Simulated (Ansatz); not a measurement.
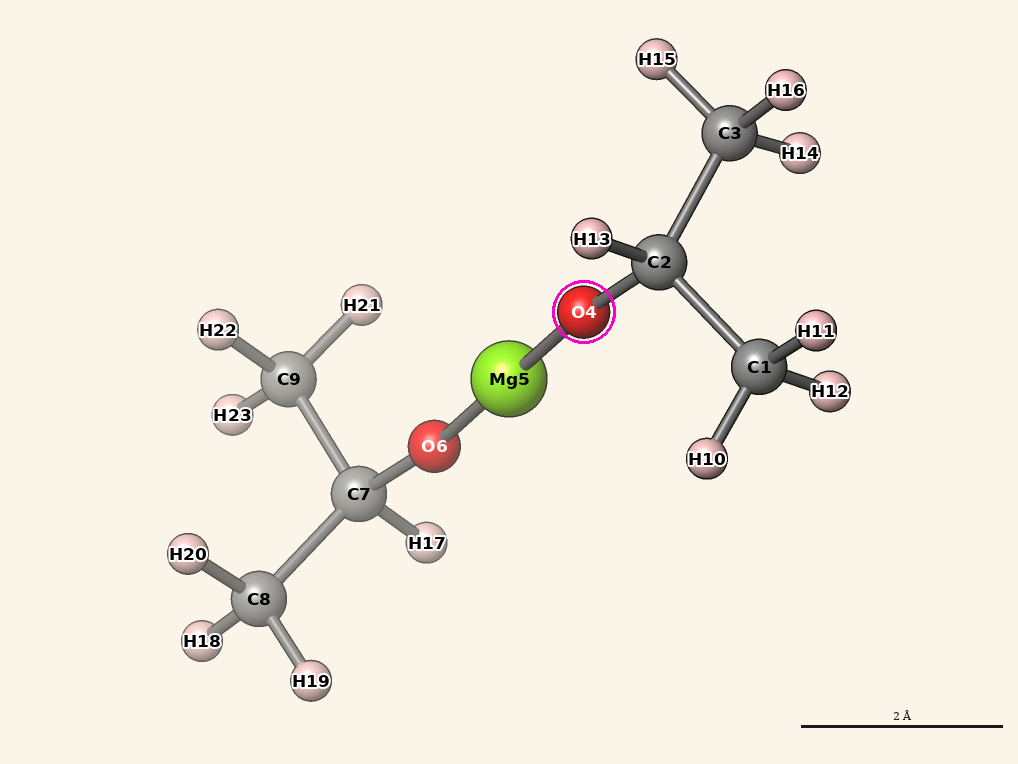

Orthographic view. Atoms fade into the background with distance from the viewer. The geometry was computed by an optimisation with PBE0-D4/def2-TZVP. No frequency run is at hand to confirm it as a minimum.

**Name the neighbours of the circled atom.**

The circled atom is O4; it is bonded to C2, Mg5.

**Which atom is nearest the viewer?**

H11, 3.9 Å in front of the mean position.

**What is the shortest path along bonds from the circled atom to H19?**

O4–Mg5–O6–C7–C8–H19, 5 bonds; through space the two are 5.45 Å apart.

**Of C2 and H13, which is nearer the viewer?**

H13; the bond to C2 points away from the viewer, so it looks shorter than its 1.10 Å.
